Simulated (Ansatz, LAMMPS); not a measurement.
## Glassy 56P2O5-28Na2O-16Al2O3 (mol %) (139 atoms): geometry optimisation

Aim: bring glassy 56P2O5-28Na2O-16Al2O3 (mol %) (139 atoms) to a nearby minimum of the energy and see what moves.

Calculated with Ansatz 0.2.0; Kohn-Sham DFT, PBE, PAW (set soft_2), plane waves.

## 1. Starting point

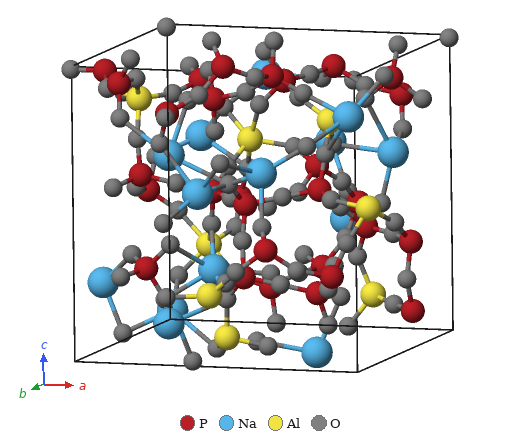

Start, viewed slightly off an axis; phosphorus red, sodium blue, aluminium yellow, oxygen grey. Bonds to atoms that aren't drawn are left out. Some periodic images of atoms are drawn too.

The cell holds 139 atoms: 28 P, 14 Na, 8 Al and 89 O. Cell: a = 12.341 Å, b = 12.341 Å, c = 12.341 Å, α = 90.0°, β = 90.0°, γ = 90.0°. 139 atoms (28 P, 14 Na, 8 Al, 89 O) placed at random at 2.53 g/cm³, melted at 4000 K for 10 ps at fixed volume with the Morse and Coulomb pair potential with partial charges (Pedone, Malavasi, Menziani, Cormack and Segre, J. Phys. Chem. B 110, 11780 (2006)). Quenched from 4000 K to 300 K at 200 K/ps and fixed volume, held 10 ps at zero pressure, then minimised at fixed cell.

What the set-up can't give: The quench rate of 200 K/ps far exceeds what a furnace or splat quench reaches, so expect more defects and frozen-in strain than in a real sample. The network of bonds at the start is that of the classical potential that made the cell. Sampling is at Γ alone, for a cell whose shortest periodic width is 12 Å.

## 2. Single point at the start

A single point comes first, to see the forces before anything moves.

input.yaml reads:

```yaml
crystal:
  lattice:
    - [12.34054, 0.0, 0.0]
    - [0.0, 12.34054, 0.0]
    - [0.0, 0.0, 12.34054]
  atoms:
    - { symbol: P, position: [0.63221, 0.29062, 0.50316] }
    - { symbol: P, position: [0.14119, 0.70633, 0.59599] }
    - { symbol: P, position: [0.57097, 0.93824, 0.56939] }
    - { symbol: P, position: [0.85897, 0.19631, 0.87804] }
    [... 129 atom lines left out ...]
    - { symbol: O, position: [0.1317, 0.88252, 0.08484] }
    - { symbol: O, position: [0.19306, 0.0312, 0.53844] }
    - { symbol: O, position: [0.96496, 0.18719, 0.80882] }
    - { symbol: O, position: [0.90354, 0.44739, 0.4907] }
    - { symbol: O, position: [0.57016, 0.85195, 0.65716] }
    - { symbol: O, position: [0.00408, 0.03834, 0.68838] }
kpoints:
  mp_grid: { grid: [1, 1, 1] }
hamiltonian:
  xc: pbe
scf:
  occupations: { method: gaussian, width: 0.025 }
output:
  forces: true
  stress: true
  populations: true
  dos:
    method: { smearing: { sigma: 0.08 } }
    de: 0.1
    projected: { site_lists: { Al: [Al], Na: [Na], O: [O], P: [P] } }
  eigenvalues: true
```

Launch:

```
ansatz run input.yaml --threads 4 --pin off --max-ram 8192MiB --backend cpu --events-out ev --progress --plain --runs-dir out
```

Elapsed: 59 s, on 4 threads of Arm Neoverse V2, shared host; peak memory 3 GiB.

The run gave:

| Quantity | Value |
| --- | --- |
| free energy | -96842.8324 eV |
| free energy per atom | -696.7110 eV/atom |
| SCF cycles | 10 |
| pressure | 3.401 GPa |
| r.m.s. force component | 1.287 eV/Å |
| longest force | 5.627 eV/Å |
| Fermi energy | 5.301 eV |
| gap (highest filled to lowest empty level) | 1.498 eV |
| spilling of the projection | 0.01447 |

The r.m.s. force component of 1.3 eV/Å and the pressure of 3.4 GPa set the starting point.

Neighbours are counted within 1.98 Å (O-P), 2.83 Å (O-Na), 2.19 Å (O-Al).

Length of the force by element and coordination:

```csv
element,coordination,atoms,mean length of the force (eV/Å),spread,least,most
Al,all,8,1.65,0.613,1.04,2.97
Al,4,6,1.77,0.663,1.04,2.97
Al,5,2,1.30,0.130,1.17,1.43
Na,all,14,0.649,0.255,0.325,1.19
Na,3,3,0.534,0.132,0.348,0.634
Na,4,5,0.884,0.271,0.482,1.19
Na,5,5,0.548,0.0651,0.458,0.625
Na,6,1,0.325,0,0.325,0.325
O,all,89,1.66,0.944,0.352,4.47
O,1,6,0.877,0.396,0.392,1.49
O,2,55,1.70,0.900,0.360,4.13
O,3,22,1.77,1.05,0.684,4.47
O,4,6,1.70,0.949,0.352,3.17
P,all,28,3.26,1.12,1.11,5.63
```

## 3. Relaxation

The atoms are relaxed in the fixed cell, aiming at the force tolerance of the input.

input.yaml, the sections that differ from step 2:

```yaml
output:
  forces: true
relax:
  f_tol: 0.03
  max_steps: 200
# crystal, kpoints, hamiltonian, scf: as in step 2
```

It took 19 min on 4 threads; peak memory 2.9 GiB; 73 min of CPU time.

The steps of the relaxation (22 of 45):

```csv
step,energy less that of the first step (eV),largest force component (eV/Å)
1,0.0000,5.1807
3,-9.6928,1.4204
5,-12.2416,0.4416
7,-13.0087,0.4011
9,-13.6335,0.4810
11,-13.9873,0.4171
14,-14.1176,0.2129
16,-14.1780,0.0654
18,-14.2144,0.1712
20,-14.2365,0.0497
22,-14.2468,0.0654
24,-14.2434,0.1327
26,-14.2681,0.1905
28,-14.2801,0.2967
30,-14.3687,0.4119
32,-14.4940,1.6567
35,-14.7043,0.2783
37,-14.7184,0.0616
39,-14.7306,0.0579
41,-14.7106,0.3458
43,-14.7408,0.0404
45,-14.7419,0.0250
```

Relaxation steps 19, 24, 36, 41 were tried and not accepted.

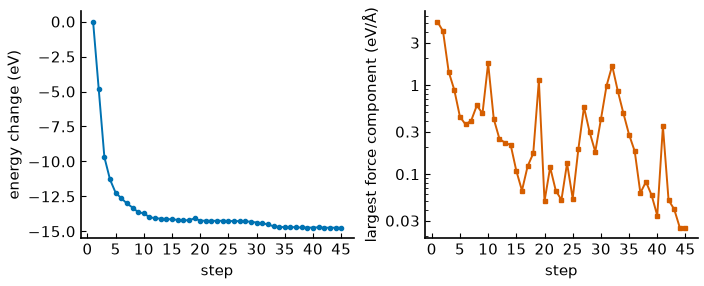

Energy and largest force along the relaxation.

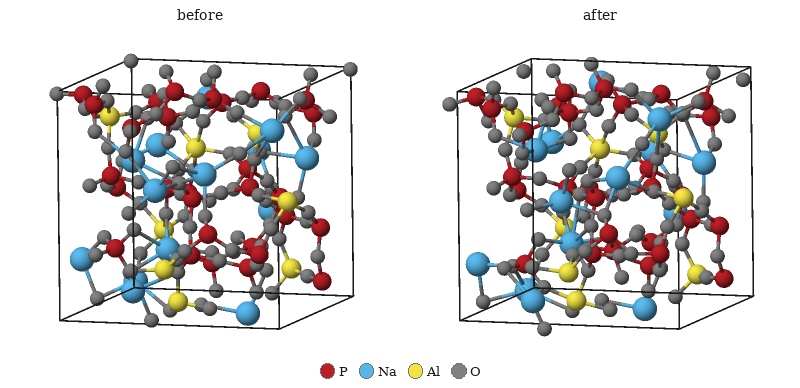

Before and after, at one scale. Bonds to atoms that aren't drawn are left out.

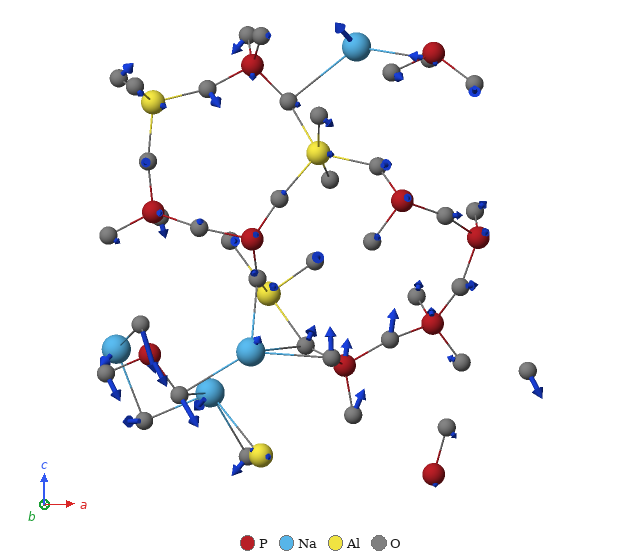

Displacements in the relaxation, scaled; the longest in the cell stands for 1.60 Å. Drawn is a slice 4 Å thick, seen along the normal of the ac plane. Bonds to atoms that aren't drawn are left out.

The atoms that moved most (Å):

```csv
atom,dx,dy,dz,length
O107,0.462,-0.010,-1.532,1.600
O58,-0.560,-0.737,1.095,1.434
O82,-1.335,-0.127,0.354,1.388
O76,-0.722,-0.902,-0.718,1.360
O59,0.510,-0.766,-0.903,1.290
Na31,-0.600,-0.577,0.685,1.078
P22,0.451,-0.237,-0.862,1.001
Na34,-0.529,0.515,0.666,0.995
```

The relaxation changed the energy by -106 meV/atom, and atoms moved by 0.54 Å r.m.s., 1.6 Å at most.

## 4. Structure statistics after relaxation

Bonds before and after, by the cutoffs listed below:

```csv
pair,bonds before,bonds after,mean before (Å),mean after (Å),spread before (Å),spread after (Å)
O-P,112,112,1.531,1.562,0.030,0.065
O-Na,57,60,2.440,2.364,0.148,0.125
O-Al,35,37,1.816,1.838,0.101,0.080
```

Density 2.50 g/cm³, 13.52 Å³ an atom.

Pair distribution functions g(r), in bins of 0.2 Å:

```csv
r (Å),total,O-O,O-P,O-Na,O-Al,P-P,P-Na
1.40,0.85,0.00,3.31,0.00,0.00,0.00,0.00
1.60,2.59,0.00,10.07,0.00,0.00,0.00,0.00
1.80,0.86,0.00,0.50,0.00,9.98,0.00,0.00
2.00,0.10,0.00,0.00,0.00,1.39,0.00,0.00
2.20,0.30,0.00,0.00,2.19,0.23,0.00,0.00
2.40,0.95,1.16,0.00,3.61,0.18,0.00,0.00
2.60,1.91,4.44,0.00,0.63,0.00,0.00,0.00
2.80,0.39,0.67,0.00,0.38,0.14,0.24,0.95
3.00,0.92,1.16,0.26,0.72,0.11,3.62,1.06
3.20,0.96,0.83,0.61,0.82,0.30,0.95,3.00
3.40,0.96,0.80,1.14,0.47,0.81,0.00,3.13
3.60,0.90,0.71,1.27,0.93,1.06,0.00,1.50
3.80,1.04,0.67,1.56,1.25,1.73,0.13,0.66
4.00,1.13,0.60,1.96,1.04,1.88,0.83,0.59
4.20,1.16,0.95,1.40,0.92,2.26,1.29,0.54
4.40,1.02,1.05,0.93,1.06,1.64,1.48,0.50
4.60,0.98,1.11,0.80,1.04,0.41,1.35,0.89
4.80,1.10,1.31,0.74,1.52,0.51,1.66,0.66
5.00,1.06,1.31,0.81,0.79,0.84,1.14,1.45
5.20,1.02,1.15,0.87,0.89,0.73,1.34,1.06
5.40,0.97,0.97,0.92,1.21,0.61,1.85,0.52
5.60,0.91,0.94,0.94,0.73,1.14,0.49,1.09
5.80,0.98,0.89,1.12,0.97,0.94,1.02,1.07
6.00,1.00,0.96,1.09,1.02,0.99,0.74,0.90
```

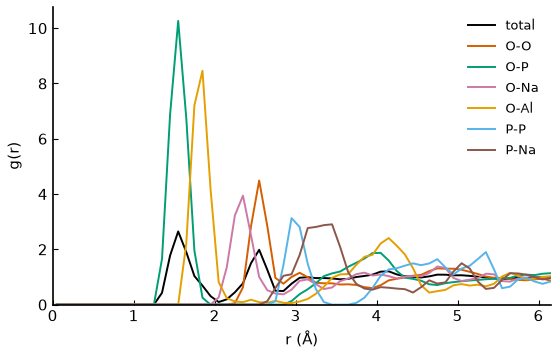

Pair distribution functions, lightly smoothed.

Bonds by pair of elements; cutoffs follow the first minimum of g(r), held within bounds set by covalent radii, and pairs that aren't listed don't count as bonded:

```csv
pair A-B,cutoff (Å),bonds,mean length (Å),spread (Å),shortest (Å),B about A,A about B
O-P,2.11,112,1.56,0.065,1.47,1.26,4
O-Na,2.77,60,2.36,0.125,2.14,0.674,4.29
O-Al,2.27,37,1.84,0.08,1.73,0.416,4.62
```

How many atoms have how many bonded neighbours:

```csv
element,mean,1,2,3,4,5,6
Al,4.62,0,0,0,3,5,0
Na,4.29,0,0,3,7,1,3
O,2.35,3,54,30,2,0,0
P,4,0,0,0,28,0,0
```

Bond angles (no mean is given where the spread exceeds 20°):

```csv
angle,count,mean (°),spread (°)
O-P-O,168,109,5.8
O-Na-O,106,-,-
O-Al-O,68,-,-
Na-O-P,63,113,16.9
Al-O-P,37,143,18.2
```

Oxygen atoms by the number of network formers (Si, P, Ge, B, Al, As, Ga) bound to them:

```csv
network formers bound to O,O atoms,per cent
0,0,0
1,30,33.7
2,58,65.2
3,1,1.1
```

Network units: each former by its oxygen neighbours and how many of them bridge to another former:

```csv
former,O neighbours,bridging O,atoms
P,4,2,8
P,4,3,14
P,4,4,6
Al,4,4,3
Al,5,5,5
```

Bond length by coordination (bonds to H left out):

```csv
element,coordination,atoms,mean bond length (Å)
Al,4,3,1.76
Al,5,5,1.87
Na,3,3,2.28
Na,4,7,2.35
Na,5,1,2.38
Na,6,3,2.42
O,1,3,1.47
O,2,54,1.69
O,3,30,2.01
O,4,2,2.11
```

Rings of the network by King's shortest-path rule, up to 12 atoms, one path for each pair of neighbours; H, halogens, alkali and alkaline-earth atoms are left out, and the last column divides by all other atoms, bonded or not:

```csv
ring size (atoms),rings,per network atom
4,1,0.008
6,1,0.008
8,7,0.056
10,7,0.056
12,10,0.08
```

For some of the pairs, g(r) has its first main peak near 2.5 Å (O-O), 1.6 Å (O-P), 2.3 Å (O-Na), 1.8 Å (O-Al), 3.0 Å (P-P) and 3.4 Å (P-Na). Counting bonds as in the table, 62 % of Al atoms have 5, 50 % of Na atoms have 4, 61 % of O atoms have 2 and all P atoms have 4 bonded neighbours. The O-P-O angle averages 109° with a spread of 6°. 65 % of the oxygens bridge two formers (P and Al) and 34 % are non-bridging; 1 % join three. The commonest P unit has 4 oxygens, 3 of them shared with other formers (14 of 28 atoms). Rings of 12 atoms are the most common (38 % of those counted); sizes run from 4 to 12, where the search stops.

## 5. Single point at the relaxed geometry

The electronic structure is read at the final geometry, in a run of its own.

input.yaml reads:

```yaml
crystal:
  lattice:
    - [12.34054, 0.0, 0.0]
    - [0.0, 12.34054, 0.0]
    - [0.0, 0.0, 12.34054]
  atoms:
    - { symbol: P, position: [0.64836, 0.30993, 0.50717] }
    - { symbol: P, position: [0.1515, 0.71928, 0.59328] }
    - { symbol: P, position: [0.58363, 0.96064, 0.59448] }
    - { symbol: P, position: [0.85585, 0.20613, 0.87546] }
    [... 129 atom lines left out ...]
    - { symbol: O, position: [0.08671, 0.94112, 0.07787] }
    - { symbol: O, position: [0.17636, 0.0282, 0.5234] }
    - { symbol: O, position: [0.96966, 0.21642, 0.81641] }
    - { symbol: O, position: [0.9306, 0.45295, 0.47343] }
    - { symbol: O, position: [0.57395, 0.85173, 0.65352] }
    - { symbol: O, position: [0.96338, 0.06658, 0.6744] }
kpoints:
  mp_grid: { grid: [1, 1, 1] }
hamiltonian:
  xc: pbe
scf:
  occupations: { method: gaussian, width: 0.025 }
output:
  forces: true
  stress: true
  populations: true
  dos:
    method: { smearing: { sigma: 0.08 } }
    de: 0.1
    projected: { site_lists: { Al: [Al], Na: [Na], O: [O], P: [P] } }
  eigenvalues: true
  write_density: true
  write_potential: true
  volumetric_format: npy
```

The job ended after 57 s (4 threads; peak memory 3 GiB).

The program notes that the exchange-correlation potential is rough where the density is thin.

Read from the output:

| Property | Result |
| --- | --- |
| free energy | -96857.5744 eV |
| free energy per atom | -696.8171 eV/atom |
| SCF cycles | 10 |
| pressure | 0.2751 GPa |
| r.m.s. force component | 0.00542 eV/Å |
| longest force | 0.02772 eV/Å |
| Fermi energy | 5.175 eV |
| gap (highest filled to lowest empty level) | 3.07 eV |
| spilling of the projection | 0.01422 |

Löwdin charges by element and coordination (they lack the spilled electrons, 0.084 e an atom on average):

```csv
element,coordination,atoms,mean charge (e),spread,least,most
Al,all,8,1.35,0.0399,1.30,1.42
Al,4,3,1.39,0.0288,1.35,1.42
Al,5,5,1.32,0.0103,1.30,1.33
Na,all,14,0.802,0.0097,0.786,0.821
Na,3,3,0.816,0.0034,0.813,0.821
Na,4,7,0.799,0.0057,0.794,0.809
Na,5,1,0.793,0,0.793,0.793
Na,6,3,0.798,0.01,0.786,0.810
O,all,89,-0.798,0.0618,-0.951,-0.683
O,1,3,-0.81,0.0237,-0.843,-0.79
O,2,54,-0.771,0.0515,-0.909,-0.683
O,3,30,-0.840,0.0536,-0.951,-0.722
O,4,2,-0.880,0.0375,-0.918,-0.843
P,all,28,2.17,0.0461,2.10,2.23
```

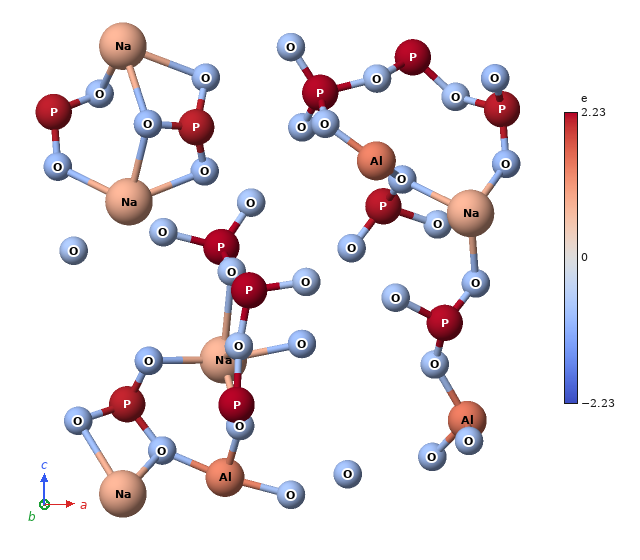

Atoms coloured by Löwdin charge. Drawn is a slice 4 Å thick, seen along the normal of the ac plane. Bonds to atoms that aren't drawn are left out.

States in the cell by windows of 1 eV, zero at the Fermi level; the larger projections on atomic orbitals stand beside the total:

```csv
from (eV),to (eV),total,O p,P p,O s
-18,-16,0.0,0.0,0.0,0.0
-16,-15,2.0,1.1,0.3,0.2
-15,-14,6.7,3.9,0.9,0.8
-14,-13,5.6,3.3,0.8,0.6
-13,-12,12.8,7.8,1.8,1.4
-12,-11,15.0,9.7,2.4,1.1
-11,-10,23.8,16.1,3.0,1.6
-10,-9,26.4,18.1,3.1,2.3
-9,-8,33.5,24.0,4.3,3.0
-8,-7,51.7,40.1,5.0,4.1
-7,-6,66.3,54.9,4.3,3.9
-6,-5,77.6,69.1,2.9,2.4
-5,-4,92.0,85.5,2.3,1.2
-4,-3,75.1,71.1,1.4,0.6
-3,-2,36.9,35.4,0.6,0.1
-2,-1,8.4,8.2,0.1,0.0
-1,1,0.0,0.0,0.0,0.0
1,2,2.0,0.1,0.1,0.5
2,3,7.8,1.0,1.1,1.5
3,4,18.1,2.0,2.9,2.6
4,5,40.2,5.9,10.1,4.4
```

The curve was stored every 0.100 eV, coarse against its broadening of 0.08 eV, so these counts are rough.

Between -26 and -18 eV lie 262 more states.

About 28 of the 824 electrons lie in deeper levels, below the stored range.

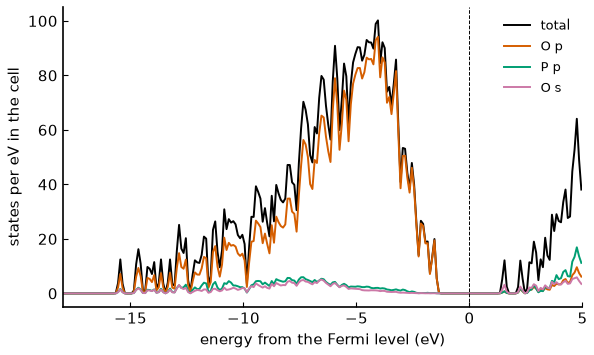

Total and projected density of states, with the broadening of the input.

The levels nearest the highest filled one (over half full), pooled over k-points and spins:

```csv
level less the highest filled one (eV),occupation
-0.588,2
-0.499,2
-0.384,2
-0.294,2
-0.0769,2
0,2
3.07,0
3.80,0
4.21,0
4.38,0
4.46,0
4.69,0
```

Mean Löwdin charges: Al +1.35, Na +0.80, O -0.80, P +2.17 e (they miss 1.4 % of the electrons, so they add up to more than the cell's charge).

## 6. What came out

| Quantity | Value |
| --- | --- |
| energy change in the relaxation | -106.1 meV/atom |
| r.m.s. displacement | 0.542 Å |
| largest displacement | 1.6 Å |
| free energy per atom | -696.8171 eV/atom |
| pressure | 0.2751 GPa |
| r.m.s. force component | 0.00542 eV/Å |
| gap (highest filled to lowest empty level) | 3.07 eV |
| wall time of the 3 DFT runs | 21 min |

What this shows: Relaxation lowers the energy by 106 meV/atom and moves atoms by 0.54 Å r.m.s.; the r.m.s. force component goes from 1.3 to 0.0054 eV/Å, the pressure goes from 3.4 to 0.28 GPa, and the gap from 1.50 to 3.07 eV. By the final cutoffs 13 of 204 bonded pairs parted and 18 joined. From the first step to the last the energy fell by 14.742 eV, and the largest move was 1.60 Å (O107). The O-Na bonds change most in mean length: from 2.440 Å (spread 0.148) to 2.364 Å (spread 0.125), and their number from 57 to 60. Counting bonds as in the table, 62 % of Al atoms have 5, 50 % of Na atoms have 4, 61 % of O atoms have 2 and all P atoms have 4 bonded neighbours. 65 % of the oxygens bridge two formers (P and Al) and 34 % are non-bridging; 1 % join three. Filled and empty levels are parted by 3.07 eV (at Γ alone); a semilocal functional tends to put such gaps too low. In a disordered cell it changes from sample to sample, and tail or defect levels can set it.

**Limits.** The starting topology of bonds comes from the classical model; in DFT 13 of its 204 bonded pairs passed out of the cutoffs and 18 came within them.

[Logs are printed without paths, hosts, clocks, repeated set-up lines and the standing remarks that a program may print on its own settings, such as how far it seeks lower states.]

[Hosts, paths, dates, database ids (printed as entryN), source tags and the programs' standing remarks are cut or masked in the printed files.]
